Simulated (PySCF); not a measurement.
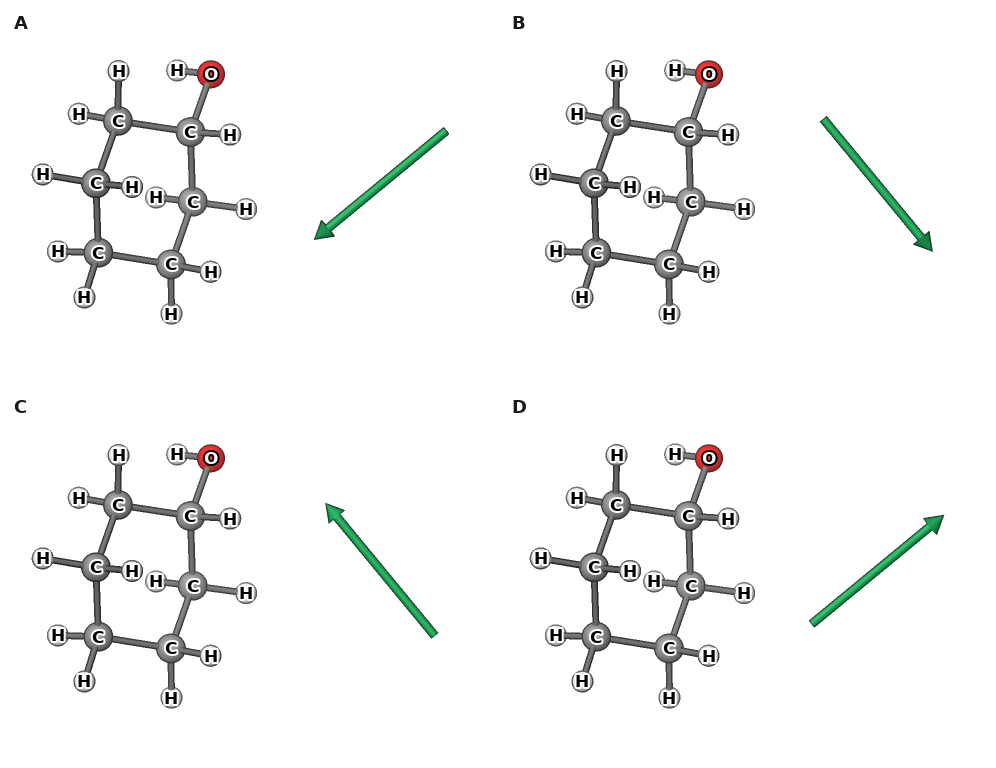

The same molecule four times, each with an arrow. The geometry was computed by an optimisation with PBE0-D3(BJ)/def2-SVP. No frequency run is at hand to confirm it as a minimum. Method: KT2/pcSseg-1, gas phase (PySCF 2.14.0).

**Which arrow points along the dipole moment, from the negative to the positive end?**

A. The dipole moment is 1.60 D.
